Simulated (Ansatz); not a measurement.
**Run report: SiH₃Cl₂O, molecular dynamics (part 3 of 4)**

Continued. System: SiH₃Cl₂O, multiplicity 2. Method: UKS BHLYP-D4/def2-SVP (Ansatz 0.2.0). The run did not end well. It belongs to a series of runs on one base structure; here: dynamics from the highest image of the converged band. The run did not end well; see the last part.

Geometry of the input (Å):
```
Si -0.0224  0.0697  0.1449
H  0.0219  0.3654  1.6754
Cl 1.9080  0.0356  -0.5285
Cl -1.0936  1.5337  -0.8182
H  -0.6587  -1.2276  -0.1222
O  0.2836  -0.3983  2.8252
H  -0.6354  -0.6328  3.0056
```

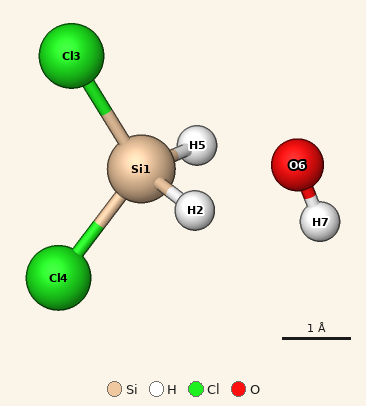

Figure 1. The geometry at step 56 of the log (ball-and-stick view, seen at a tilt; atoms are numbered from 1 in the order of the input).

Trajectory as extended XYZ, continued:
```
7
Properties=species:S:1:pos:R:3:forces:R:3 step=15 time_fs=7.5 energy=-35005.87813 temperature=190.9
Si   -0.0243    0.0597    0.1137    0.1546   0.0236   0.0451
H     0.1041    0.4122    1.5683   -0.5007   0.1020  -0.0804
Cl    1.9108    0.0370   -0.5270    0.2354  -0.0444  -0.2409
Cl   -1.0935    1.5354   -0.8067   -0.1595   0.1664  -0.1952
H    -0.6510   -1.2317   -0.1907   -0.0410  -0.0219   0.0885
O     0.2727   -0.3900    2.8485   -0.2972  -0.6273   1.0352
H    -0.6028   -0.6390    3.2271    0.6084   0.4016  -0.6522
7
Properties=species:S:1:pos:R:3:forces:R:3 step=18 time_fs=9.0 energy=-35005.87949 temperature=192.8
Si   -0.0249    0.0568    0.1074    0.4051   0.5754   0.0720
H     0.0923    0.4249    1.5416   -0.4685   0.1376   0.0440
Cl    1.9117    0.0372   -0.5270    0.2561  -0.0514  -0.2542
Cl   -1.0937    1.5360   -0.8047   -0.1863   0.1953  -0.2523
H    -0.6389   -1.2069   -0.1938   -0.3103  -0.5943  -0.0397
O     0.2704   -0.3901    2.8562    0.9584  -0.3106   0.5238
H    -0.5766   -0.6212    3.2396   -0.6545   0.0480  -0.0935
7
Properties=species:S:1:pos:R:3:forces:R:3 step=20 time_fs=10.0 energy=-35005.86389 temperature=169.6
Si   -0.0251    0.0551    0.1032    0.5080   0.8302   0.0568
H     0.0787    0.4349    1.5242   -0.4278   0.1530   0.1526
Cl    1.9124    0.0373   -0.5271    0.2631  -0.0556  -0.2550
Cl   -1.0938    1.5364   -0.8034   -0.2031   0.2137  -0.2967
H    -0.6342   -1.1967   -0.1961   -0.4323  -0.8637  -0.1021
O     0.2695   -0.3905    2.8618    1.6610  -0.1376   0.1900
H    -0.5650   -0.6082    3.2460   -1.3689  -0.1401   0.2545
7
Properties=species:S:1:pos:R:3:forces:R:3 step=23 time_fs=11.5 energy=-35005.88388 temperature=200.2
Si   -0.0250    0.0531    0.0969    0.4741   0.8545  -0.0087
H     0.0508    0.4528    1.5011   -0.3461   0.1499   0.2998
Cl    1.9135    0.0374   -0.5274    0.2639  -0.0608  -0.2455
Cl   -1.0942    1.5372   -0.8016   -0.2268   0.2403  -0.3738
H    -0.6349   -1.1970   -0.2015   -0.4314  -0.8974  -0.1117
O     0.2700   -0.3912    2.8704    1.3733  -0.2107   0.2558
H    -0.5717   -0.5910    3.2600   -1.1069  -0.0758   0.1841
7
Properties=species:S:1:pos:R:3:forces:R:3 step=26 time_fs=13.0 energy=-35005.92554 temperature=263.9
Si   -0.0246    0.0517    0.0907    0.2214   0.4769  -0.0596
H     0.0156    0.4737    1.4843   -0.2486   0.0954   0.3581
Cl    1.9148    0.0376   -0.5279    0.2528  -0.0640  -0.2237
Cl   -1.0948    1.5382   -0.8001   -0.2473   0.2639  -0.4601
H    -0.6445   -1.2159   -0.2091   -0.2142  -0.4931  -0.0216
O     0.2722   -0.3922    2.8795   -0.0075  -0.4782   0.7841
H    -0.6005   -0.5752    3.2772    0.2432   0.1991  -0.3771
7
Properties=species:S:1:pos:R:3:forces:R:3 step=28 time_fs=14.0 energy=-35005.93085 temperature=272.5
Si   -0.0243    0.0510    0.0865   -0.0061   0.1389  -0.0372
H    -0.0111    0.4889    1.4773   -0.1765   0.0252   0.3242
Cl    1.9158    0.0376   -0.5283    0.2388  -0.0645  -0.2031
Cl   -1.0952    1.5389   -0.7992   -0.2580   0.2769  -0.5194
H    -0.6538   -1.2350   -0.2145   -0.0136  -0.1098   0.0622
O     0.2738   -0.3932    2.8860   -0.7142  -0.5674   1.0176
H    -0.6187   -0.5627    3.2849    0.9295   0.3006  -0.6443
7
Properties=species:S:1:pos:R:3:forces:R:3 step=31 time_fs=15.5 energy=-35005.93375 temperature=277.2
Si   -0.0237    0.0500    0.0802   -0.3295  -0.2789   0.1102
H    -0.0539    0.5118    1.4724   -0.0569  -0.1197   0.1776
Cl    1.9174    0.0377   -0.5290    0.2093  -0.0622  -0.1651
Cl   -1.0960    1.5401   -0.7982   -0.2683   0.2911  -0.6056
H    -0.6674   -1.2645   -0.2214    0.2592   0.4119   0.1691
O     0.2753   -0.3954    2.8970   -0.8781  -0.5053   0.9548
H    -0.6291   -0.5386    3.2850    1.0642   0.2631  -0.6408
7
Properties=species:S:1:pos:R:3:forces:R:3 step=33 time_fs=16.5 energy=-35005.94003 temperature=286.5
Si   -0.0235    0.0492    0.0761   -0.4948  -0.4320   0.2657
H    -0.0833    0.5259    1.4714    0.0302  -0.2269   0.0468
Cl    1.9185    0.0377   -0.5295    0.1851  -0.0586  -0.1373
Cl   -1.0966    1.5410   -0.7977   -0.2710   0.2965  -0.6583
H    -0.6737   -1.2799   -0.2241    0.3828   0.6452   0.2095
O     0.2757   -0.3972    2.9050   -0.3572  -0.3741   0.6509
H    -0.6235   -0.5193    3.2774    0.5249   0.1498  -0.3772
7
Properties=species:S:1:pos:R:3:forces:R:3 step=36 time_fs=18.0 energy=-35005.92767 temperature=267.7
Si   -0.0235    0.0478    0.0700   -0.6368  -0.4507   0.5242
H    -0.1266    0.5426    1.4703    0.1656  -0.3705  -0.1353
Cl    1.9202    0.0377   -0.5303    0.1444  -0.0502  -0.0955
Cl   -1.0977    1.5425   -0.7973   -0.2687   0.2988  -0.7267
H    -0.6762   -1.2912   -0.2244    0.4550   0.7725   0.2132
O     0.2761   -0.4003    2.9178    0.9482  -0.1750   0.0305
H    -0.6086   -0.4881    3.2604   -0.8076  -0.0248   0.1895
7
Properties=species:S:1:pos:R:3:forces:R:3 step=38 time_fs=19.0 energy=-35005.91608 temperature=250.4
Si   -0.0237    0.0466    0.0662   -0.6520  -0.3306   0.6815
H    -0.1537    0.5495    1.4683    0.2525  -0.4383  -0.2183
Cl    1.9215    0.0376   -0.5309    0.1158  -0.0431  -0.0697
Cl   -1.0985    1.5436   -0.7973   -0.2637   0.2966  -0.7641
H    -0.6726   -1.2897   -0.2220    0.4249   0.7027   0.1773
O     0.2769   -0.4025    2.9263    1.4605  -0.1276  -0.2031
H    -0.6062   -0.4673    3.2505   -1.3379  -0.0597   0.3964
7
Properties=species:S:1:pos:R:3:forces:R:3 step=41 time_fs=20.5 energy=-35005.93481 temperature=278.4
Si   -0.0246    0.0447    0.0609   -0.5481   0.0257   0.8562
H    -0.1896    0.5519    1.4612    0.3642  -0.4804  -0.2538
Cl    1.9234    0.0376   -0.5318    0.0723  -0.0306  -0.0363
Cl   -1.0998    1.5454   -0.7977   -0.2523   0.2880  -0.8072
H    -0.6597   -1.2755   -0.2155    0.2673   0.3732   0.0701
O     0.2797   -0.4060    2.9390    0.7527  -0.1650  -0.0030
H    -0.6253   -0.4371    3.2423   -0.6560  -0.0110   0.1740
7
Properties=species:S:1:pos:R:3:forces:R:3 step=44 time_fs=22.0 energy=-35005.93385 temperature=276.9
Si   -0.0258    0.0429    0.0563   -0.3119   0.5235   0.9177
H    -0.2176    0.5441    1.4489    0.4377  -0.4452  -0.1612
Cl    1.9253    0.0375   -0.5327    0.0279  -0.0160  -0.0090
Cl   -1.1013    1.5474   -0.7985   -0.2360   0.2714  -0.8305
H    -0.6413   -1.2536   -0.2075    0.0075  -0.1629  -0.0836
O     0.2835   -0.4098    2.9516   -0.6769  -0.1573   0.3947
H    -0.6573   -0.4072    3.2375    0.7517  -0.0135  -0.2282
7
Properties=species:S:1:pos:R:3:forces:R:3 step=46 time_fs=23.0 energy=-35005.91366 temperature=246.3
Si   -0.0267    0.0418    0.0536   -0.1222   0.8433   0.8750
H    -0.2312    0.5335    1.4386    0.4597  -0.3829  -0.0292
Cl    1.9266    0.0375   -0.5334   -0.0026  -0.0050   0.0066
Cl   -1.1023    1.5488   -0.7994   -0.2216   0.2546  -0.8321
H    -0.6286   -1.2402   -0.2030   -0.1766  -0.5416  -0.1900
O     0.2856   -0.4124    2.9603   -1.2270  -0.1121   0.5104
H    -0.6717   -0.3874    3.2322    1.2903  -0.0563  -0.3408
7
Properties=species:S:1:pos:R:3:forces:R:3 step=49 time_fs=24.5 energy=-35005.90785 temperature=237.4
Si   -0.0282    0.0408    0.0502    0.0993   1.0886   0.6719
H    -0.2434    0.5110    1.4233    0.4533  -0.2504   0.2373
Cl    1.9286    0.0374   -0.5343   -0.0497   0.0134   0.0266
Cl   -1.1041    1.5511   -0.8011   -0.1934   0.2192  -0.8100
H    -0.6130   -1.2306   -0.1999   -0.3597  -0.9058  -0.3051
O     0.2874   -0.4164    2.9739   -1.0389  -0.0646   0.4007
H    -0.6705   -0.3588    3.2184    1.0892  -0.1004  -0.2213
7
Properties=species:S:1:pos:R:3:forces:R:3 step=51 time_fs=25.5 energy=-35005.92205 temperature=258.8
Si   -0.0292    0.0406    0.0481    0.1476   0.9981   0.4642
H    -0.2460    0.4929    1.4155    0.4296  -0.1550   0.4155
Cl    1.9299    0.0373   -0.5349   -0.0816   0.0267   0.0374
Cl   -1.1053    1.5526   -0.8025   -0.1700   0.1887  -0.7782
H    -0.6067   -1.2345   -0.2013   -0.3691  -0.8956  -0.3277
O     0.2878   -0.4191    2.9833   -0.2774  -0.0945   0.1900
H    -0.6564   -0.3409    3.2063    0.3209  -0.0684  -0.0011
7
Properties=species:S:1:pos:R:3:forces:R:3 step=54 time_fs=27.0 energy=-35005.93168 temperature=274.0
Si   -0.0306    0.0409    0.0454    0.0617   0.5190   0.1467
H    -0.2424    0.4631    1.4116    0.3848  -0.0381   0.5792
Cl    1.9317    0.0373   -0.5358   -0.1285   0.0473   0.0484
Cl   -1.1072    1.5551   -0.8050   -0.1286   0.1335  -0.7070
H    -0.6036   -1.2556   -0.2092   -0.2226  -0.5000  -0.2770
O     0.2883   -0.4233    2.9976    1.1165  -0.2357  -0.1184
H    -0.6326   -0.3150    3.1889   -1.0833   0.0740   0.3280
7
Properties=species:S:1:pos:R:3:forces:R:3 step=56 time_fs=28.0 energy=-35005.94029 temperature=287.6
Si   -0.0314    0.0413    0.0436   -0.0544   0.1020   0.0067
H    -0.2353    0.4426    1.4157    0.3592   0.0081   0.5669
Cl    1.9330    0.0372   -0.5364   -0.1582   0.0608   0.0514
Cl   -1.1085    1.5568   -0.8069   -0.0981   0.0921  -0.6470
H    -0.6043   -1.2762   -0.2179   -0.0733  -0.0998  -0.2077
O     0.2894   -0.4263    3.0070    1.3805  -0.2913  -0.1522
H    -0.6276   -0.2971    3.1808   -1.3557   0.1282   0.3818
7
Properties=species:S:1:pos:R:3:forces:R:3 step=59 time_fs=29.5 energy=-35005.96597 temperature=326.4
Si   -0.0328    0.0420    0.0410   -0.2154  -0.4370  -0.0284
H    -0.2183    0.4121    1.4317    0.3309   0.0316   0.3514
Cl    1.9347    0.0372   -0.5372   -0.1990   0.0797   0.0489
Cl   -1.1105    1.5594   -0.8101   -0.0506   0.0264  -0.5446
H    -0.6064   -1.3078   -0.2344    0.1258   0.4679  -0.0957
O     0.2923   -0.4311    3.0210    0.3075  -0.1420   0.0568
H    -0.6419   -0.2682    3.1750   -0.2992  -0.0266   0.2116
7
Properties=species:S:1:pos:R:3:forces:R:3 step=61 time_fs=30.5 energy=-35005.96173 temperature=320.1
Si   -0.0338    0.0423    0.0392   -0.2725  -0.6661   0.0459
H    -0.2029    0.3921    1.4468    0.3121   0.0301   0.1204
Cl    1.9358    0.0372   -0.5378   -0.2233   0.0912   0.0431
Cl   -1.1119    1.5611   -0.8124   -0.0190  -0.0181  -0.4713
H    -0.6066   -1.3240   -0.2466    0.2072   0.7353  -0.0342
O     0.2946   -0.4344    3.0304   -0.6553   0.0430   0.2068
H    -0.6568   -0.2490    3.1740    0.6507  -0.2154   0.0892
7
Properties=species:S:1:pos:R:3:forces:R:3 step=64 time_fs=32.0 energy=-35005.94470 temperature=294.6
Si   -0.0354    0.0423    0.0366   -0.2507  -0.7850   0.2134
H    -0.1744    0.3626    1.4709    0.2686   0.0288  -0.2380
Cl    1.9373    0.0373   -0.5386   -0.2551   0.1067   0.0301
Cl   -1.1139    1.5637   -0.8162    0.0278  -0.0836  -0.3582
H    -0.6030   -1.3348   -0.2656    0.2339   0.9083   0.0219
O     0.2973   -0.4393    3.0447   -1.3481   0.2201   0.2875
H    -0.6660   -0.2245    3.1739    1.3235  -0.3953   0.0433
7
Properties=species:S:1:pos:R:3:forces:R:3 step=67 time_fs=33.5 energy=-35005.96766 temperature=329.5
Si   -0.0373    0.0417    0.0342   -0.0959  -0.6432   0.3481
H    -0.1401    0.3338    1.4900    0.1972   0.0463  -0.4899
Cl    1.9387    0.0374   -0.5394   -0.2800   0.1199   0.0129
Cl   -1.1160    1.5662   -0.8201    0.0728  -0.1452  -0.2459
H    -0.5946   -1.3265   -0.2841    0.1473   0.7946   0.0246
O     0.2982   -0.4439    3.0594   -0.8092   0.1249   0.1993
H    -0.6486   -0.2080    3.1750    0.7678  -0.2973   0.1509
7
Properties=species:S:1:pos:R:3:forces:R:3 step=69 time_fs=34.5 energy=-35005.98501 temperature=355.9
Si   -0.0386    0.0410    0.0327    0.0734  -0.4129   0.3892
H    -0.1148    0.3151    1.4972    0.1342   0.0705  -0.5602
Cl    1.9395    0.0376   -0.5399   -0.2916   0.1269  -0.0012
Cl   -1.1173    1.5678   -0.8228    0.1014  -0.1826  -0.1737
H    -0.5871   -1.3113   -0.2962    0.0317   0.5654  -0.0075
O     0.2982   -0.4469    3.0693    0.1039  -0.1026   0.0829
H    -0.6271   -0.2007    3.1774   -0.1530  -0.0648   0.2705
7
Properties=species:S:1:pos:R:3:forces:R:3 step=72 time_fs=36.0 energy=-35005.97937 temperature=347.9
Si   -0.0404    0.0397    0.0307    0.3946   0.0885   0.3640
H    -0.0746    0.2885    1.4982    0.0239   0.1209  -0.5072
Cl    1.9406    0.0378   -0.5407   -0.2991   0.1341  -0.0281
Cl   -1.1193    1.5702   -0.8270    0.1410  -0.2303  -0.0725
H    -0.5758   -1.2794   -0.3146   -0.2057   0.0439  -0.1034
O     0.2984   -0.4515    3.0843    1.3082  -0.4562  -0.0563
H    -0.6003   -0.1901    3.1862   -1.3628   0.2993   0.4035
7
Properties=species:S:1:pos:R:3:forces:R:3 step=74 time_fs=37.0 energy=-35005.97950 temperature=348.0
Si   -0.0415    0.0389    0.0295    0.6151   0.4513   0.2826
H    -0.0475    0.2721    1.4926   -0.0535   0.1597  -0.3767
Cl    1.9412    0.0381   -0.5412   -0.2969   0.1360  -0.0507
Cl   -1.1205    1.5717   -0.8298    0.1647  -0.2551  -0.0111
H    -0.5704   -1.2569   -0.3280   -0.3741  -0.3425  -0.1836
O     0.2995   -0.4549    3.0942    1.2070  -0.4493  -0.0417
H    -0.5970   -0.1800    3.1967   -1.2622   0.2998   0.3813
7
Properties=species:S:1:pos:R:3:forces:R:3 step=77 time_fs=38.5 energy=-35005.98217 temperature=351.6
Si   -0.0427    0.0380    0.0279    0.8539   0.8252   0.0410
H    -0.0078    0.2505    1.4782   -0.1629   0.2153  -0.0810
Cl    1.9420    0.0385   -0.5421   -0.2848   0.1344  -0.0903
Cl   -1.1223    1.5738   -0.8340    0.1971  -0.2810   0.0713
H    -0.5693   -1.2301   -0.3516   -0.5498  -0.7557  -0.2660
O     0.3022   -0.4605    3.1092   -0.1109  -0.0492   0.1202
H    -0.6115   -0.1604    3.2188    0.0573  -0.0890   0.2048
7
Properties=species:S:1:pos:R:3:forces:R:3 step=79 time_fs=39.5 energy=-35005.96837 temperature=330.8
Si   -0.0432    0.0377    0.0269    0.8965   0.8489  -0.2018
H     0.0168    0.2386    1.4672   -0.2260   0.2431   0.1400
Cl    1.9424    0.0388   -0.5426   -0.2733   0.1304  -0.1182
Cl   -1.1234    1.5751   -0.8368    0.2178  -0.2918   0.1204
H    -0.5750   -1.2208   -0.3703   -0.5635  -0.8000  -0.2522
O     0.3041   -0.4642    3.1192   -0.9366   0.2314   0.2304
H    -0.6226   -0.1478    3.2363    0.8851  -0.3620   0.0814
7
Properties=species:S:1:pos:R:3:forces:R:3 step=82 time_fs=41.0 energy=-35005.96274 temperature=322.3
Si   -0.0433    0.0379    0.0252    0.7679   0.5379  -0.6162
H     0.0495    0.2251    1.4537   -0.3045   0.2588   0.4036
Cl    1.9429    0.0393   -0.5436   -0.2558   0.1206  -0.1581
Cl   -1.1250    1.5770   -0.8409    0.2490  -0.3010   0.1852
H    -0.5932   -1.2204   -0.4027   -0.4093  -0.4972  -0.1014
O     0.3058   -0.4696    3.1345   -1.2832   0.3727   0.2914
H    -0.6225   -0.1356    3.2638    1.2360  -0.4917  -0.0046
7
Properties=species:S:1:pos:R:3:forces:R:3 step=84 time_fs=42.0 energy=-35005.97704 temperature=343.9
Si   -0.0430    0.0382    0.0238    0.5980   0.2098  -0.8428
H     0.0677    0.2192    1.4492   -0.3494   0.2482   0.4760
Cl    1.9431    0.0397   -0.5442   -0.2455   0.1120  -0.1813
Cl   -1.1260    1.5781   -0.8435    0.2700  -0.3037   0.2218
H    -0.6105   -1.2266   -0.4257   -0.2293  -0.1545   0.0584
O     0.3059   -0.4729    3.1449   -0.8486   0.2280   0.2367
H    -0.6081   -0.1332    3.2822    0.8048  -0.3398   0.0312
7
Properties=species:S:1:pos:R:3:forces:R:3 step=87 time_fs=43.5 energy=-35005.97642 temperature=342.7
Si   -0.0423    0.0388    0.0212    0.3234  -0.2355  -0.9875
H     0.0887    0.2148    1.4508   -0.4107   0.2034   0.3886
Cl    1.9434    0.0404   -0.5453   -0.2322   0.0966  -0.2089
Cl   -1.1273    1.5796   -0.8474    0.3008  -0.3030   0.2650
H    -0.6400   -1.2376   -0.4587    0.0572   0.3406   0.3040
O     0.3054   -0.4777    3.1607    0.4814  -0.2711   0.0192
H    -0.5750   -0.1347    3.3108   -0.5200   0.1689   0.2196
7
Properties=species:S:1:pos:R:3:forces:R:3 step=90 time_fs=45.0 energy=-35005.94884 temperature=301.1
Si   -0.0412    0.0392    0.0178    0.1101  -0.4690  -0.8792
H     0.1009    0.2146    1.4605   -0.4610   0.1379   0.1233
Cl    1.9435    0.0411   -0.5466   -0.2198   0.0795  -0.2276
Cl   -1.1284    1.5809   -0.8512    0.3287  -0.2957   0.2919
H    -0.6683   -1.2416   -0.4852    0.2766   0.6412   0.4787
O     0.3055   -0.4829    3.1766    1.3009  -0.6099  -0.1610
H    -0.5523   -0.1327    3.3440   -1.3355   0.5159   0.3738
7
Properties=species:S:1:pos:R:3:forces:R:3 step=92 time_fs=46.0 energy=-35005.95420 temperature=308.9
Si   -0.0405    0.0393    0.0152    0.0198  -0.4827  -0.7104
H     0.1036    0.2163    1.4688   -0.4819   0.0926  -0.0869
Cl    1.9435    0.0416   -0.5475   -0.2107   0.0676  -0.2355
Cl   -1.1291    1.5817   -0.8536    0.3446  -0.2865   0.3005
H    -0.6842   -1.2370   -0.4974    0.3610   0.6983   0.5339
O     0.3065   -0.4867    3.1871    0.8813  -0.4463  -0.1003
H    -0.5519   -0.1257    3.3704   -0.9141   0.3570   0.2987
7
Properties=species:S:1:pos:R:3:forces:R:3 step=95 time_fs=47.5 energy=-35005.96921 temperature=331.8
Si   -0.0394    0.0391    0.0108   -0.0338  -0.2996  -0.4020
H     0.0989    0.2203    1.4791   -0.4848   0.0347  -0.3526
Cl    1.9433    0.0424   -0.5489   -0.1958   0.0496  -0.2406
Cl   -1.1299    1.5828   -0.8570    0.3644  -0.2666   0.3004
H    -0.7015   -1.2178   -0.5061    0.3801   0.5654   0.5150
O     0.3088   -0.4929    3.2027   -0.4573   0.1288   0.1931
H    -0.5646   -0.1101    3.4147    0.4272  -0.2122  -0.0132
7
Properties=species:S:1:pos:R:3:forces:R:3 step=97 time_fs=48.5 energy=-35005.96990 temperature=333.3
Si   -0.0387    0.0389    0.0077   -0.0147  -0.0543  -0.2001
H     0.0900    0.2235    1.4822   -0.4655   0.0076  -0.4566
Cl    1.9432    0.0429   -0.5500   -0.1857   0.0378  -0.2394
Cl   -1.1303    1.5833   -0.8592    0.3750  -0.2502   0.2927
H    -0.7085   -1.1981   -0.5058    0.3177   0.3392   0.4351
O     0.3101   -0.4970    3.2133   -1.0781   0.4152   0.3630
H    -0.5700   -0.1015    3.4445    1.0513  -0.4954  -0.1947
```
